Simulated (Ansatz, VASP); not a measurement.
## FeGe: VASP beside Ansatz

One calculation is typed for both programs; each brings its own data sets and cutoff. How far apart do they land?

Calculated with Ansatz 0.2.0; plane waves, with VASP 6.6.1 beside it; single point at r2SCAN.

The database entry behind the starting cell differs from later determinations by our own check (about 0.2 % short), so it need not match the best structure at ambient conditions.

## 1. Starting point

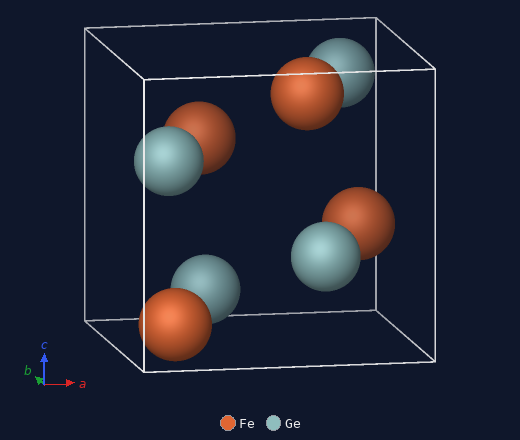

Start, viewed slightly off an axis; iron orange, germanium teal.

## 2. Ansatz: single point, r2SCAN

Ansatz runs on its default PAW (the set named soft_2) files.

A single point gives forces, pressure and levels at one fixed geometry, so differences don't come from the geometry; what else differs is listed under the comparison.

input.yaml

```yaml
crystal:
  lattice:
    - [4.7150076713, 0.0, 0.0]
    - [0.0, 4.7150076713, 0.0]
    - [0.0, 0.0, 4.7150076713]
  atoms:
    - { symbol: Fe, position: [0.1347249393, 0.1347249393, 0.1347249393], spin: 1.0 }
    - { symbol: Fe, position: [0.3652750607, 0.8652750607, 0.6347249393], spin: 1.0 }
    - { symbol: Fe, position: [0.6347249393, 0.3652750607, 0.8652750607], spin: 1.0 }
    - { symbol: Fe, position: [0.8652750607, 0.6347249393, 0.3652750607], spin: 1.0 }
    - { symbol: Ge, position: [0.8446083847, 0.8446083847, 0.8446083847] }
    - { symbol: Ge, position: [0.6553916153, 0.1553916153, 0.3446083847] }
    - { symbol: Ge, position: [0.3446083847, 0.6553916153, 0.1553916153] }
    - { symbol: Ge, position: [0.1553916153, 0.3446083847, 0.6553916153] }
hamiltonian:
  xc: r2scan
  pseudopotentials: { kind: paw }
magnetization:
  spin_polarized: true
kpoints:
  mp_grid: { grid: [10, 10, 10] }
scf:
  occupations: { method: tetrahedron }
output:
  forces: true
  stress: true
```

Launch:

```console
ansatz run input.yaml --threads 4 --pin off --max-ram 9216MiB --backend cpu --events-out ev --progress --plain --runs-dir out
```

Numbers of over 12 decimals in the logs are rounded to 6 here.

The log of the run:

```text
Warning: output.forces, output.stress, relax.cell or npt_langevin: where a Kohn–Sham band that disperses or a degenerate level is filled in part under the method tetrahedron, the forces or the stress that this run publishes need not agree with its energy (scf.occupations.method in the input reference, under Limitations); prefer a smearing scheme for the forces or the stress
Engine: ansatz 0.2.0, x86_64-unknown-linux-gnu
Pseudopotentials: kind: paw
Pseudopotential: Fe, paw, valence charge 16, recommended cutoff 500 eV (meta_gga), Fe.paw.azcp
Pseudopotential: Ge, paw, valence charge 14, recommended cutoff 500 eV (meta_gga), Ge.paw.azcp
Functional definition: r2SCAN
  parameter k0 = 0.174
  parameter k1 = 0.065
  parameter a1 = 4.9479
  exchange = r2scan_x(k0 = k0, k1 = k1, a1 = a1)
  correlation = r2scan_c
Crystal: 8 atoms, lattice volume = 104.821 Å³
Basis set: ecut = 500 eV, 2601 PW (Γ), exchange–correlation on 144×144×144 points (64 copies of the dense FFT grid, shifted against one another)
Bands: 75, of which v1, the nominal top of the filled ones, is band 60 counted from 1 (59 counted from 0)
Symmetry: 12 space group operations
Space group: P213 (ITA 198), of the structure as read, at distance tolerance 4.7e-5 Å
Magnetic group: BNS 198.9 (UNI 1511), of the structure as read, at distance tolerance 4.7e-5 Å
k-points: 76 of 1000 (time reversal used)
Non-local potential: Fe, projectors of the file, l = 0: 3, l = 1: 2, l = 2: 3, l = 3: 1
Non-local potential: Ge, projectors of the file, l = 0: 2, l = 1: 2, l = 2: 3, l = 3: 1
PAW form: soft (Blöchl's): semilocal exchange-correlation on the pseudo side does not see the compensation charge
PAW frozen core: Fe, regenerated for the run's functional (the file was generated under x = pbe(κ = 0.804, μ = 0.219515), c = pbe(β = 0.066725))
PAW frozen core: Ge, regenerated for the run's functional (the file was generated under x = pbe(κ = 0.804, μ = 0.219515), c = pbe(β = 0.066725))
PAW one-centre angular grid: Fe, 590 points (default); XC on 160 Gauss nodes
PAW one-centre angular grid: Ge, 590 points (default); XC on 160 Gauss nodes
Initial density: superposition of atomic densities (chi_scale 0.1, normalization cell)
Starting moments: Σ|m| = 4 μB on 4 of 8 sites
Initial wavefunctions: pseudopotential atomic-orbital guess
Functional: x = r2scan, c = r2scan; τ floored in thin density (d = 2e-4 eV/Å³)
SCF iter   1: F=—  HF=-35154.537316 eV  |F-HF|=—  |Δ(HF+E_count)|=         —  Δρ=5.55e-2 (↑5.55e-2 ↓2.92e-2)  dr2=1.01e1  dr2_τ=8.89e-2  dr2_m=3.32e-1  M=4.096 μB ∫|m|=4.691 μB  β_m=1.00  ethr=3.10e-3  ⟨swp⟩=4.9  Hψ=35402  notcnv=0  defer=197
preconditioner: auto → Kerker (q_TF=auto, 2.790 Å⁻¹)  [metal: no gap  n_scr=32 (ndim 8)  ℏωp=34.0 eV  f_vac=0.000]
spin=Collinear: Kerker preconditioning applied to the charge; magnetization (m = ρ↑ − ρ↓) channel mixes plain (no charge-response kernel on spin).
SCF iter   2: F=—  HF=-35153.519139 eV  |F-HF|=—  |Δ(HF+E_count)|=    1.02e0  Δρ=2.63e-2 (↑1.98e-2 ↓2.63e-2)  dr2=1.62e0  dr2_τ=7.36e-3  dr2_m=9.73e-2  M=4.234 μB ∫|m|=5.320 μB  β_m=1.00  ethr=3.10e-3  ⟨swp⟩=2.4  Hψ=16846  notcnv=0  defer=1215  κ⁻¹=1.0e0(r=1)
SCF iter   3: F=—  HF=-35153.403315 eV  |F-HF|=—  |Δ(HF+E_count)|=   1.16e-1  Δρ=1.67e-2 (↑1.48e-2 ↓1.67e-2)  dr2=1.06e0  dr2_τ=3.31e-3  dr2_m=4.17e-2  M=4.392 μB ∫|m|=5.714 μB  β_m=1.00  ethr=1.35e-3  ⟨swp⟩=2.0  Hψ=12653  notcnv=0  defer=1197  κ⁻¹=1.5e-2(r=2)
SCF iter   4: F=—  HF=-35153.364023 eV  |F-HF|=—  |Δ(HF+E_count)|=   3.93e-2  Δρ=1.08e-2 (↑5.86e-3 ↓1.08e-2)  dr2=6.33e-2  dr2_τ=3.09e-3  dr2_m=5.42e-2  M=4.640 μB ∫|m|=6.115 μB  β_m=1.00  ethr=8.80e-4  ⟨swp⟩=2.1  Hψ=14955  notcnv=0  defer=1197  κ⁻¹=7.9e-5(r=3)
SCF iter   5: F=—  HF=-35153.452965 eV  |F-HF|=—  |Δ(HF+E_count)|=   8.89e-2  Δρ=7.23e-3 (↑6.84e-3 ↓7.23e-3)  dr2=1.51e-2  dr2_τ=7.99e-4  dr2_m=3.95e-2  M=4.883 μB ∫|m|=6.456 μB  β_m=1.00  ethr=5.27e-5  ⟨swp⟩=2.8  Hψ=20118  notcnv=0  defer=1128  κ⁻¹=7.9e-5(r=4)
SCF iter   6: F=—  HF=-35153.547818 eV  |F-HF|=—  |Δ(HF+E_count)|=   9.49e-2  Δρ=8.24e-3 (↑8.24e-3 ↓5.39e-3)  dr2=8.59e-3  dr2_τ=6.02e-4  dr2_m=4.26e-2  M=5.157 μB ∫|m|=6.791 μB  β_m=1.00  ethr=1.25e-5  ⟨swp⟩=2.5  Hψ=20734  notcnv=0  defer=1128  κ⁻¹=1.1e-5(r=5)
SCF iter   7: F=—  HF=-35153.623355 eV  |F-HF|=—  |Δ(HF+E_count)|=   7.55e-2  Δρ=6.72e-3 (↑6.54e-3 ↓6.72e-3)  dr2=2.49e-3  dr2_τ=5.25e-4  dr2_m=4.00e-2  M=5.430 μB ∫|m|=7.110 μB  β_m=1.00  ethr=7.15e-6  ⟨swp⟩=2.7  Hψ=20822  notcnv=0  defer=1128  κ⁻¹=1.1e-5(r=6)
SCF iter   8: F=—  HF=-35153.692449 eV  |F-HF|=—  |Δ(HF+E_count)|=   6.91e-2  Δρ=6.95e-3 (↑6.03e-3 ↓6.95e-3)  dr2=8.04e-3  dr2_τ=4.94e-4  dr2_m=3.54e-2  M=5.687 μB ∫|m|=7.409 μB  β_m=1.00  ethr=2.08e-6  ⟨swp⟩=2.8  Hψ=18453  notcnv=0  defer=1128  κ⁻¹=2.5e-6(r=7)
SCF iter   9: F=—  HF=-35153.757304 eV  |F-HF|=—  |Δ(HF+E_count)|=   6.49e-2  Δρ=7.16e-3 (↑5.27e-3 ↓7.16e-3)  dr2=1.97e-2  dr2_τ=4.64e-4  dr2_m=2.96e-2  M=5.919 μB ∫|m|=7.683 μB  β_m=1.00  ethr=2.08e-6  ⟨swp⟩=2.5  Hψ=20798  notcnv=0  defer=1128  κ⁻¹=1.7e-6(r=8)
SCF iter  10: F=—  HF=-35153.817715 eV  |F-HF|=—  |Δ(HF+E_count)|=   6.04e-2  Δρ=6.91e-3 (↑4.48e-3 ↓6.91e-3)  dr2=2.59e-2  dr2_τ=4.10e-4  dr2_m=2.30e-2  M=6.118 μB ∫|m|=7.926 μB  β_m=1.00  ethr=2.08e-6  ⟨swp⟩=2.6  Hψ=21718  notcnv=0  defer=1118  κ⁻¹=1.2e-6(r=8)
[...]
spin-set hold released at iteration 14 (site moments contracting): the magnetisation degrees of freedom join the quasi-Newton model from the next iteration; the mixer history was flushed
[...]
SCF iter  25: F=—  HF=-35154.220660 eV  |F-HF|=—  |Δ(HF+E_count)|=   7.94e-3  Δρ=2.45e-4 (↑2.45e-4 ↓2.20e-4)  dr2=1.22e-5  dr2_τ=6.24e-7  dr2_m=4.56e-5  M=7.986 μB ∫|m|=10.183 μB  β_m=1.20  ethr=2.93e-7  ⟨swp⟩=3.1  Hψ=23717  notcnv=0  defer=1038  κ⁻¹=2.0e-6(r=8)
SCF iter  26: F=—  HF=-35154.220458 eV  |F-HF|=—  |Δ(HF+E_count)|=   2.01e-4  Δρ=3.72e-4 (↑3.00e-4 ↓3.72e-4)  dr2=1.90e-5  dr2_τ=1.65e-6  dr2_m=1.06e-4  M=7.975 μB ∫|m|=10.152 μB  β_m=1.20  ethr=1.02e-8  ⟨swp⟩=3.1  Hψ=24451  notcnv=0  defer=1038  κ⁻¹=2.0e-6(r=8)
SCF iter  27: F=—  HF=-35154.220415 eV  |F-HF|=—  |Δ(HF+E_count)|=   4.28e-5  Δρ=6.45e-4 (↑5.39e-4 ↓6.45e-4)  dr2=2.62e-5  dr2_τ=4.92e-6  dr2_m=3.34e-4  M=7.973 μB ∫|m|=10.147 μB  β_m=1.20  ethr=1.02e-8  ⟨swp⟩=3.0  Hψ=21801  notcnv=0  defer=1038  κ⁻¹=9.0e-7(r=8)
SCF iter  28: F=—  HF=-35154.220662 eV  |F-HF|=—  |Δ(HF+E_count)|=   2.47e-4  Δρ=5.19e-4 (↑4.67e-4 ↓5.19e-4)  dr2=1.43e-5  dr2_τ=3.36e-6  dr2_m=2.31e-4  M=7.991 μB ∫|m|=10.189 μB  β_m=1.20  ethr=1.02e-8  ⟨swp⟩=3.4  Hψ=25399  notcnv=0  defer=1038  κ⁻¹=4.0e-7(r=8)
SCF iter  29: F=—  HF=-35154.220570 eV  |F-HF|=—  |Δ(HF+E_count)|=   9.19e-5  Δρ=4.12e-4 (↑3.36e-4 ↓4.12e-4)  dr2=1.27e-5  dr2_τ=2.05e-6  dr2_m=1.33e-4  M=7.977 μB ∫|m|=10.158 μB  β_m=1.20  ethr=1.02e-8  ⟨swp⟩=3.3  Hψ=24923  notcnv=0  defer=1040  κ⁻¹=2.9e-6(r=8)
SCF iter  30: F=—  HF=-35154.220679 eV  |F-HF|=—  |Δ(HF+E_count)|=   1.09e-4  Δρ=1.51e-5 (↑1.06e-5 ↓1.51e-5)  dr2=1.25e-7  dr2_τ=3.18e-9  dr2_m=1.09e-7  M=7.984 μB ∫|m|=10.172 μB  β_m=1.20  ethr=1.02e-8  ⟨swp⟩=3.0  Hψ=22426  notcnv=0  defer=1040  κ⁻¹=1.7e-6(r=8)
SCF iter  31: F=—  HF=-35154.220672 eV  |F-HF|=—  |Δ(HF+E_count)|=   7.89e-6  Δρ=4.09e-6 (↑4.09e-6 ↓3.97e-6)  dr2=2.71e-8  dr2_τ=4.44e-10  dr2_m=1.02e-9  M=7.983 μB ∫|m|=10.170 μB  β_m=1.20  ethr=8.33e-11  ⟨swp⟩=7.8  Hψ=49233  notcnv=0  κ⁻¹=1.2e-6(r=8)
SCF iter  32: F=—  HF=-35154.220671 eV  |F-HF|=—  |Δ(HF+E_count)|=   2.73e-7  Δρ=5.66e-6 (↑5.66e-6 ↓2.50e-6)  dr2=1.31e-8  dr2_τ=1.54e-10  dr2_m=9.83e-9  M=7.983 μB ∫|m|=10.170 μB  β_m=1.20  ethr=2.26e-11  ⟨swp⟩=3.0  Hψ=30332  notcnv=0  κ⁻¹=3.2e-7(r=8)
SCF iter  33: F=—  HF=-35154.220673 eV  |F-HF|=—  |Δ(HF+E_count)|=   1.62e-6  Δρ=3.02e-6 (↑3.02e-6 ↓1.45e-6)  dr2=4.18e-9  dr2_τ=5.54e-11  dr2_m=2.51e-9  M=7.983 μB ∫|m|=10.170 μB  β_m=1.20  ethr=1.09e-11  ⟨swp⟩=3.1  Hψ=30444  notcnv=0  κ⁻¹=1.9e-7(r=8)
SCF iter  34: F=-35154.220675 eV  HF=-35154.220675 eV  |F-HF|=2.76e-10  |Δ(HF+E_count)|=   1.60e-6  Δρ=6.39e-7 (↑5.80e-7 ↓6.39e-7)  dr2=5.76e-10  dr2_τ=1.38e-11  dr2_m=3.47e-11  M=7.983 μB ∫|m|=10.171 μB  ethr=3.49e-12  ⟨swp⟩=3.1  Hψ=30395  notcnv=0
SCF 1 converged in 34 iterations: F = -35154.220675 eV  dr2 = 5.76e-10
  greatest PAW one-centre occupation: 1.005 electrons in one spin orbital (limit 2), on the Fe atom at site 3 (counted from 0), in its partial waves of l = 1
this state was not tested for a lower state beside it, because cold or Methfessel-Paxton smearing, or corrected tetrahedra, fill the levels in a way that the test cannot read (fill_not_monotonic; see scf.lower_state_search)
SCF converged after 34 iterations
Magnetization: 7.9831 μB (63.9916 up, 56.0084 down)
Absolute magnetization: 10.1713 μB (∫|ρ↑−ρ↓|, with the PAW one-centre terms)
Spin contamination: 0.5320 ħ² per cell (⟨S²⟩ above its minimum at these occupations)
Per-site moments (μB) at R_I (Å): [(2.236126, 0.977326), (2.236126, 0.977326), (2.236126, 0.977326), (2.236126, 0.977326), (-0.084952, 0.977326), (-0.084952, 0.977326), (-0.084952, 0.977326), (-0.084952, 0.977326)]
Free energy (F): -35154.220675 eV
Harris-Foulkes:  -35154.220675 eV  (|F-HF|=2.76e-10)
Internal energy: -35154.220488 eV  (E = F + TS)
E sigma→0 (E₀):  -35154.220675 eV
Entropy (-TS):   -0.000186 eV (-0.023 meV/atom)
Fermi energy:    16.791801 eV
--- Per-component energies (eV) ---
  E_band       = -1266.238304
  E_kinetic    = 1856.527354
  E_local      = -16531.700245  (includes V_loc(G=0)·N_el)
  E_nonlocal   = 2575.535460
  E_hartree    = 7156.150476
  E_xc         = -733.228356
  E_vxc        = -950.509813  (∫ρ·V_xc dr)
  E_paw        = -13654.996179  (= ΣΔE_a)
  E_vpaw       = -2592.622511  (= ΣTr[D̂ρ^β])
  E_aug_tail   = 0.001152  (compensation charges beyond the density's cutoff)
  E_vtau       = 64.227948  (kinetic-family band-sum trace: ∫τ·v_τ [+ j·A + Jᵃ·Aᵃ] dr)
  E_ewald      = -15817.009186
  E_core_change = -5.500963  (= ΣΔE_core)
  E_smearing   = -0.000186  (= −TS)
  E_closure    = 0.000000  (closes the sum)
  Σ components = -35154.220675   (vs F -35154.220675, Δ=0.00e0)
--- Forces (eV/Å), atoms counted from 1 ---
  atom   1  Fe    -0.00750150    -0.00750150    -0.00750150
  atom   2  Fe     0.00750150     0.00750150    -0.00750150
  atom   3  Fe    -0.00750150     0.00750150     0.00750150
  atom   4  Fe     0.00750150    -0.00750150     0.00750150
  atom   5  Ge     0.00968897     0.00968897     0.00968897
  atom   6  Ge    -0.00968897    -0.00968897     0.00968897
  atom   7  Ge     0.00968897    -0.00968897    -0.00968897
  atom   8  Ge    -0.00968897     0.00968897    -0.00968897
  max |Σ_I F_I| component: 1.18e-16 eV/Å
--- Stress (GPa, compression-positive) ---
        0.429959       0.000000      -0.000000
        0.000000       0.429959       0.000000
       -0.000000       0.000000       0.429959
  P = ⅓ Tr σ = 0.4300 GPa (4.300 kbar)
--- Band table (eV; the first three rows and the last of 152) ---
  k-point 0 ↑: bands = [... 56 lower, 14.3690, 14.5825, 14.5825, 14.5825, 14.9876, 14.9876, 14.9876, 17.7533, ... 11 higher]
  k-point 1 ↑: bands = [... 56 lower, 14.3851, 14.4068, 14.5082, 14.7115, 14.9253, 14.9698, 15.3335, 17.2637, ... 11 higher]
  k-point 2 ↑: bands = [... 56 lower, 14.3168, 14.3180, 14.4387, 14.6443, 14.9214, 14.9486, 16.0732, 16.8178, ... 11 higher]
  k-point 75 ↓: bands = [... 56 lower, 16.8028, 16.8028, 16.8028, 16.8028, 17.9288, 17.9288, 17.9288, 17.9288, ... 11 higher]
```

The job ended after 2.5 min (4 threads of Intel Xeon Platinum 8488C (Sapphire Rapids), shared host; peak memory 1.4 GiB; 9.3 min of CPU time).

The run ends at a pressure of 0.43 GPa, with forces up to 0.017 eV/Å.

[end of part 1 of 2]

[Lines on the potential files, build, host, timing and source positions are cut from VASP's logs without a mark.]

[Logs are printed without paths, hosts, clocks, repeated set-up lines and the standing remarks that a program may print on its own settings, such as how far it seeks lower states.]

[Hosts, paths, dates, database ids (printed as entryN), source tags and the programs' standing remarks are cut or masked in the printed files.]
